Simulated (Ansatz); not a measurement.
# singlet [Si2H5]+: levels of theory compared

Aim: a comparison of 6 runs (HF/STO-3G, B2PLYP/STO-3G, B3LYP/STO-3G, RPA@PBE/STO-3G, MP2/STO-3G, FCI/STO-3G) of singlet [Si2H5]+. 

Program for the calculation: Ansatz 0.2.0.

29 further runs of the same task are left out: 29 set aside as unsound or not needed.

## 1. Starting point

The species is [Si2H5]+ (7 atoms), meant as a singlet with charge +1. As SMILES of the parent species, `[SiH2][SiH3]`. The coordinates come from a PBE0-D4/def2-TZVP relaxation. That shape belongs to the parent species and isn't relaxed for this state.

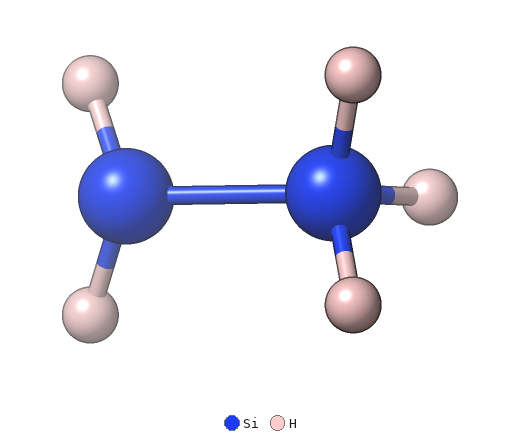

The structure, seen from a chosen angle (silicon blue, hydrogen pink).

## 2. A single-point energy at HF/STO-3G (run 1)

Contents of run.yaml:

```yaml
crystal:
  periodic: [false, false, false]
  atoms:
    - symbol: Si
      position_ang: [-0.209600, -1.361200, -0.191100]
    - symbol: Si
      position_ang: [0.357900, 0.889200, -0.062000]
    - symbol: H
      position_ang: [-0.002600, -2.123900, 1.070300]
    - symbol: H
      position_ang: [-1.573600, -1.624600, -0.725600]
    - symbol: H
      position_ang: [0.210000, 1.502800, -1.408000]
    - symbol: H
      position_ang: [-0.495800, 1.643100, 0.898600]
    - symbol: H
      position_ang: [1.774900, 1.006800, 0.372200]
basis:
  gaussian:
    orbitals: STO-3G
total_charge: 1
magnetization:
  spin_polarized: false
  initial_magnetization: 0
hamiltonian:
  xc: hf
accuracy: high
```

Command:

```console
$ ansatz run run.yaml --threads 1 --pin off --max-ram 2610MiB --events-out events.jsonl --progress --plain --runs-dir runs
```

What it wrote:

```text
Warning: RAYON_NUM_THREADS=1 ignored (pool sized by the plan → 1); use --threads N
Functional definition: HF
  name "HF"
  exchange = exact_x
  correlation = 0
408 factors; integrals over basis functions are off by at most 4.9e-9 eV
mean field evaluation 1: about -15615.0230 eV, gradient 1.2e1 eV
mean field evaluation 2: about -15615.0114 eV, gradient 1.2e1 eV
mean field evaluation 4: about -15615.8240 eV, gradient 5.9e-1 eV
mean field evaluation 8: about -15615.8262 eV, gradient 6.2e-7 eV
mean field -15615.82623805 eV, -573.8710294611 hartree, gradient 3.1e-8 eV, S^2 0.000000; 0 other end points of the search recorded, 0 dependent functions left out
reference -15615.82623805 eV, -573.8710294611 hartree; 16, 16 occupied and 7, 7 virtual orbitals, 408 factors
Total energy: -15615.82623805 eV, -573.8710294611 hartree
```

Run time: 0.14 s. Hardware: 1 thread of Arm Neoverse V1, shared host.

## 3. The energy at B2PLYP/STO-3G (run 2)

Contents of molecule.yaml:

```yaml
basis:
  gaussian: {orbitals: STO-3G}
crystal:
  periodic: [false, false, false]
  atoms:
    - {symbol: Si, position_ang: [-0.209600, -1.361200, -0.191100]}
    - {symbol: Si, position_ang: [0.357900, 0.889200, -0.062000]}
    - {symbol: H, position_ang: [-0.002600, -2.123900, 1.070300]}
    - {symbol: H, position_ang: [-1.573600, -1.624600, -0.725600]}
    - {symbol: H, position_ang: [0.210000, 1.502800, -1.408000]}
    - {symbol: H, position_ang: [-0.495800, 1.643100, 0.898600]}
    - {symbol: H, position_ang: [1.774900, 1.006800, 0.372200]}
total_charge: 1
hamiltonian: {xc: {name: B2PLYP}}
correlation: {frozen_orbitals: {H: 0, Si: 5}}
accuracy: high
```

Command:

```console
$ ansatz run molecule.yaml --threads 1 --pin off --max-ram 2610MiB --events-out events.jsonl --progress --plain --runs-dir runs
```

What it wrote (excerpt; [...] marks lines left out):

```text
Warning: RAYON_NUM_THREADS=1 ignored (pool sized by the plan → 1); use --threads N
Functional definition: B2PLYP
  name "B2PLYP"
[...]
408 factors; integrals over basis functions are off by at most 4.9e-9 eV
[...]
mean field -15637.57277939 eV, -574.6702001149 hartree, gradient 1.6e-8 eV, S^2 0.000000; 0 other end points of the search recorded, 0 dependent functions left out
10 core orbitals not correlated: weight in the atoms' cores, before any rotation towards them, 1.000 or more for the frozen orbitals, at most 0.000 for the correlated occupied ones
reference -15637.57279930 eV, -574.6702008467 hartree; 6, 6 occupied and 7, 7 virtual orbitals, 408 factors
second order -2.73960723 eV of doubles, -0.00000000 eV of singles
Total energy: -15638.31249325 eV, -574.6973840981 hartree
```

Run time: 2.3 s. Hardware: 1 thread of Arm Neoverse V1, shared host; peak memory 0.11 GiB.

Runs 3 to 5 aren't shown in full; the table further down has their settings and results.

## 4. The energy at FCI/STO-3G (run 6)

Contents of job.yaml:

```yaml
basis:
  gaussian: {orbitals: STO-3G}
crystal:
  periodic: [false, false, false]
  atoms:
    - symbol: Si
      position_ang: [-0.209600, -1.361200, -0.191100]
    - symbol: Si
      position_ang: [0.357900, 0.889200, -0.062000]
    - symbol: H
      position_ang: [-0.002600, -2.123900, 1.070300]
    - symbol: H
      position_ang: [-1.573600, -1.624600, -0.725600]
    - symbol: H
      position_ang: [0.210000, 1.502800, -1.408000]
    - symbol: H
      position_ang: [-0.495800, 1.643100, 0.898600]
    - symbol: H
      position_ang: [1.774900, 1.006800, 0.372200]
total_charge: 1
correlation: {method: fci, frozen_orbitals: {H: 0, Si: 5}}
accuracy: high
```

Command:

```console
$ ansatz run job.yaml --threads 1 --pin off --max-ram 2610MiB --events-out events.jsonl --progress --plain --runs-dir runs
```

What it wrote:

```text
Warning: RAYON_NUM_THREADS=1 ignored (pool sized by the plan → 1); use --threads N
[... 4 set-up lines as earlier in the session ...]
408 factors; integrals over basis functions are off by at most 4.9e-9 eV
mean field evaluation 1: about -15615.0230 eV, gradient 1.2e1 eV
mean field evaluation 2: about -15615.0114 eV, gradient 1.2e1 eV
mean field evaluation 4: about -15615.8240 eV, gradient 5.9e-1 eV
mean field evaluation 8: about -15615.8262 eV, gradient 6.2e-7 eV
mean field -15615.82623805 eV, -573.8710294611 hartree, gradient 3.1e-8 eV, S^2 0.000000; 0 other end points of the search recorded, 0 dependent functions left out
10 core orbitals not correlated: weight in the atoms' cores, before any rotation towards them, 1.000 or more for the frozen orbitals, at most 0.000 for the correlated occupied ones
reference -15615.82623805 eV, -573.8710294611 hartree; 6, 6 occupied and 7, 7 virtual orbitals, 408 factors
state -15619.00732729 eV, -573.9879323343 hartree
Total energy: -15619.00732729 eV, -573.9879323343 hartree
```

Run time: 14 s. Hardware: 1 thread of Arm Neoverse V1, shared host; peak memory 0.28 GiB.

## 5. All runs side by side

| run | level | frozen core orbitals | energy (Eh) | wall time |
| --- | --- | --- | --- | --- |
| 1 | HF/STO-3G | – | -573.871029 | 0.14 s |
| 2 | B2PLYP/STO-3G | 10 | -574.697384 | 2.3 s |
| 3 | B3LYP/STO-3G | – | -575.000438 | 1.4 s |
| 4 | RPA@PBE/STO-3G | 10 | -574.044150 | 2.2 s |
| 5 | MP2/STO-3G | 10 | -573.948505 | 0.16 s |
| 6 | FCI/STO-3G | 10 | -573.987932 | 14 s |

## 6. Summary of results

| quantity | value |
| --- | --- |
| run 6: total energy | -573.98793 Eh |
| run 6: correlation energy (10 core orbitals frozen) | -116.9 mEh |

In words: Against full CI in this basis: HF +116.9 mEh; MP2 +39.4 mEh. Totals of different functionals can't be ranked against each other. In runs 1, 2, 3, 4, 5, 6 the basis is minimal, so the values are rough. All runs together took 20 s, the longest 14 s.
